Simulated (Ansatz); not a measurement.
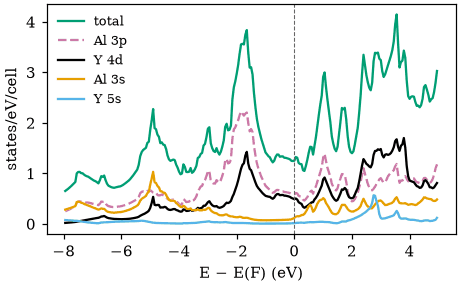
Fig. 1. Total and projected density of states of YAl3 (Cu3Au type, space group No. 221), the program Ansatz at the PBEsol level (PAW)

Which orbitals carry the states next to the Fermi level?

Within 0.5 eV of the Fermi level: Al 3p 46 %, Y 4d 38 %, Al 3s 11 %. Projections are on Löwdin-orthogonalised atomic valence shells; empty p or d shells of many metals are not among them.

Where is the tallest occupied peak in this window, and what makes it?

Near -1.6 eV, about 3.8 states/eV per cell; the largest projected share is Al 3p.

Space group Pm-3m (Cu3Au type). The first step of the workflow began from a Materials Project structure, measured or hypothetical; the Crystallography Open Database copy checked does not list it. Whether it is the stable phase at ambient conditions was not checked. Symmetry was held in the PBEsol relaxation; its stability against distortions is not shown here. No spin polarisation was allowed. Scalar-relativistic: spin–orbit coupling is off unless named, which matters more the heavier the elements.

Potentials: the later of the program's two PAW sets.
